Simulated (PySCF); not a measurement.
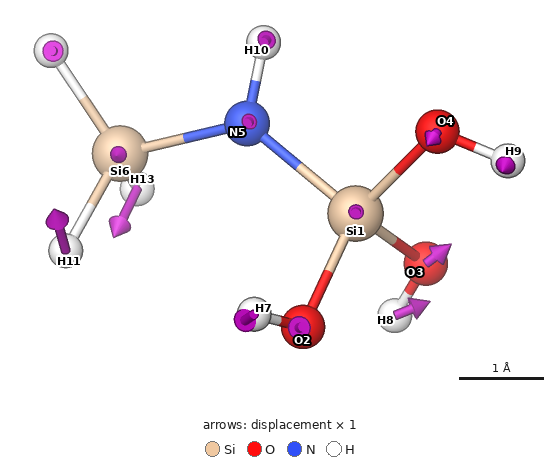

A relaxation of Si2NH7O3. The starting structure is drawn; purple arrows show the displacements, at their true length. The two geometries are superimposed by the best rigid fit.

Style: ball-and-stick. Shown at a tilt.

The start comes from GFN2-xTB. Its atoms were then displaced at random by about 0.03 Å.

These are results of PySCF 2.14.0, density-fitted response routines, PBE0-D3(BJ)/def2-SVP geometry optimisation, gas phase, not measurements. 

**Which element moves most?**

Hydrogen: up to 0.86 Å, against 0.42 Å for oxygen.

**What did the optimiser do to the structure, and how much energy did it gain?**

The energy falls by 83.0 kJ/mol in 18 geometry steps. The atom that moves furthest after the best rigid fit is an H atom (0.86 Å). By element the largest moves are H 0.86 Å, O 0.42 Å, Si 0.22 Å, N 0.20 Å. Among the contacts that change: H–O 0.855 → 0.961 Å, O–Si 1.739 → 1.651 Å, H–O 0.908 → 0.962 Å, H–Si 1.545 → 1.495 Å. Among the angles between lasting bonds that change: O–Si–N 110.3° → 117.3°, Si–O–H 109.3° → 114.5°, O–Si–O 121.3° → 116.1°. Groups turn about N–Si by about 25°, N–Si by about 20°. Cost: 2.4 min on 1 thread of Intel(R) Xeon(R) Platinum 8259CL CPU @ 2.50GHz, with other jobs on the host.
